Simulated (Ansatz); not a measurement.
**CH9NSi2 (SMILES C[SiH2]N[SiH3]) at BHLYP/cc-pVDZ**

What is the energy change on altering one bond length of CH9NSi2 at BHLYP/cc-pVDZ? 

The results are computed with Ansatz 0.2.0.

44 further runs of the same task are left out: 44 set aside as unsound or not needed. Runs told in other sessions of the task aren't counted.

## 1. The structure to begin with

CH9NSi2: 13 atoms, total charge 0, spin state singlet. SMILES: `C[SiH2]N[SiH3]`. Geometry: relaxed at PBE0-D4/def2-TZVP. This is one conformer, not always the lowest.

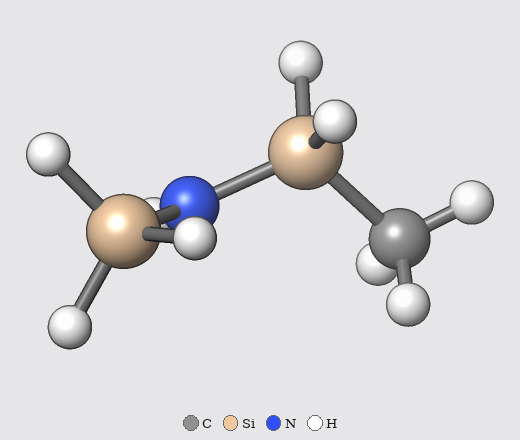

Viewed from a chosen angle; carbon grey, silicon light orange, nitrogen blue, hydrogen white.

## 2. A single-point energy at BHLYP/cc-pVDZ

Input file run.yaml:

```yaml
crystal:
  periodic: [false, false, false]
  atoms:
    - symbol: C
      position_ang: [0.548000, 2.005600, -0.681400]
    - symbol: Si
      position_ang: [-0.416900, 0.418300, -0.851600]
    - symbol: N
      position_ang: [0.330700, -0.910900, -0.035400]
    - symbol: Si
      position_ang: [-0.254700, -1.802600, 1.318600]
    - symbol: H
      position_ang: [0.048800, 2.818700, -1.215900]
    - symbol: H
      position_ang: [0.644700, 2.292400, 0.368400]
    - symbol: H
      position_ang: [1.553200, 1.899700, -1.098200]
    - symbol: H
      position_ang: [-0.565400, 0.112100, -2.303700]
    - symbol: H
      position_ang: [-1.769200, 0.566800, -0.250900]
    - symbol: H
      position_ang: [1.189600, -1.253400, -0.443100]
    - symbol: H
      position_ang: [-1.238600, -0.954600, 2.037800]
    - symbol: H
      position_ang: [0.874300, -2.146100, 2.226000]
    - symbol: H
      position_ang: [-0.924100, -3.080700, 0.944100]
basis:
  gaussian:
    orbitals: cc-pVDZ
total_charge: 0
hamiltonian:
  xc: {name: BHLYP}
accuracy: high
output:
  orbitals: {seedname: orbitals}
```

Run with:

```
$ ansatz run run.yaml --threads 1 --pin off --max-ram 2610MiB --events-out events.jsonl --progress --plain --runs-dir runs
```

The program printed:

```text
Warning: RAYON_NUM_THREADS=1 ignored (pool sized by the plan → 1); use --threads N
Functional definition: BHLYP
  name "BHLYP"
  parameter a = 0.5
  exchange = (1 - a)*b88_x + a*exact_x
  correlation = lyp_c
2673 factors; integrals over basis functions are off by at most 3.8e-9 eV
mean field evaluation 1: about -18422.3591 eV, gradient 5.2e1 eV
mean field evaluation 2: about -18421.9647 eV, gradient 5.2e1 eV
mean field evaluation 4: about -18427.9606 eV, gradient 2.0e0 eV
mean field evaluation 8: about -18428.3865 eV, gradient 1.9e-1 eV
mean field evaluation 16: about -18428.3866 eV, gradient 1.0e-4 eV
mean field -18428.38664605 eV, -677.2307180334 hartree, gradient 7.1e-8 eV, S^2 0.000000; 0 other end points of the search recorded, 0 dependent functions left out
reference -18428.38667974 eV, -677.2307192713 hartree; 25, 25 occupied and 84, 84 virtual orbitals, 2673 factors
Total energy: -18428.38667974 eV, -677.2307192713 hartree
```

Wall time 16 s (1 thread of Intel Xeon Platinum 8259CL at 2.50GHz (Skylake/Cascade Lake), shared host); peak memory 0.47 GiB.

## 3. The distorted shape at the same level

Input file run.yaml:

```yaml
crystal:
  periodic: [false, false, false]
  atoms:
    - symbol: C
      position_ang: [0.290356, 2.108340, -0.559102]
    - symbol: Si
      position_ang: [-0.674544, 0.521040, -0.729302]
    - symbol: N
      position_ang: [0.073056, -0.808160, 0.086898]
    - symbol: Si
      position_ang: [-0.512344, -1.699860, 1.440898]
    - symbol: H
      position_ang: [-0.208844, 2.921440, -1.093602]
    - symbol: H
      position_ang: [0.387056, 2.395140, 0.490698]
    - symbol: H
      position_ang: [1.295556, 2.002440, -0.975902]
    - symbol: H
      position_ang: [-0.823044, 0.214840, -2.181402]
    - symbol: H
      position_ang: [-2.026844, 0.669540, -0.128602]
    - symbol: H
      position_ang: [1.189600, -1.253400, -0.443100]
    - symbol: H
      position_ang: [-1.496244, -0.851860, 2.160098]
    - symbol: H
      position_ang: [0.616656, -2.043360, 2.348298]
    - symbol: H
      position_ang: [-1.181744, -2.977960, 1.066398]
basis:
  gaussian: {orbitals: cc-pVDZ}
hamiltonian: {xc: {name: BHLYP}}
accuracy: high
output: {orbitals: {seedname: orbitals}}
```

Run with:

```
$ ansatz run run.yaml --threads 1 --pin off --max-ram 2610MiB --events-out events.jsonl --progress --plain --runs-dir runs
```

The program printed:

```text
Warning: RAYON_NUM_THREADS=1 ignored (pool sized by the plan → 1); use --threads N
Functional definition: BHLYP
  name "BHLYP"
  parameter a = 0.5
  exchange = (1 - a)*b88_x + a*exact_x
  correlation = lyp_c
2686 factors; integrals over basis functions are off by at most 3.9e-9 eV
mean field evaluation 1: about -18421.0654 eV, gradient 5.1e1 eV
mean field evaluation 2: about -18419.8181 eV, gradient 5.5e1 eV
mean field evaluation 4: about -18426.7762 eV, gradient 2.1e0 eV
mean field evaluation 8: about -18427.1797 eV, gradient 2.1e-1 eV
mean field evaluation 16: about -18427.1798 eV, gradient 2.5e-5 eV
mean field -18427.17984846 eV, -677.1863690398 hartree, gradient 4.8e-8 eV, S^2 0.000000; 0 other end points of the search recorded, 0 dependent functions left out
reference -18427.17988267 eV, -677.1863702972 hartree; 25, 25 occupied and 84, 84 virtual orbitals, 2686 factors
Total energy: -18427.17988267 eV, -677.1863702972 hartree
```

Run time: 16 s. Hardware: 1 thread of Intel Xeon Platinum 8259CL at 2.50GHz (Skylake/Cascade Lake), shared host; peak memory 0.47 GiB.

## 4. Summary of results

Level: BHLYP/cc-pVDZ.

| quantity | value |
| --- | --- |
| first shape: total energy | -677.23072 Eh |
| first shape: HOMO energy | -8.38 eV |
| first shape: LUMO energy | 1.64 eV |
| first shape: HOMO–LUMO gap | 10.02 eV |
| distorted shape: total energy | -677.18637 Eh |
| distorted shape: HOMO energy | -8.30 eV |
| distorted shape: LUMO energy | 0.76 eV |
| distorted shape: HOMO–LUMO gap | 9.06 eV |
| energy change with the N3–H10 bond stretched from 1.011 to 1.314 Å | 1.207 eV |

What this shows: With the N3–H10 bond stretched from 1.011 to 1.314 Å the energy rises by 1.21 eV (28 kcal/mol). The first shape isn't relaxed at this level, so the change isn't measured from a minimum.
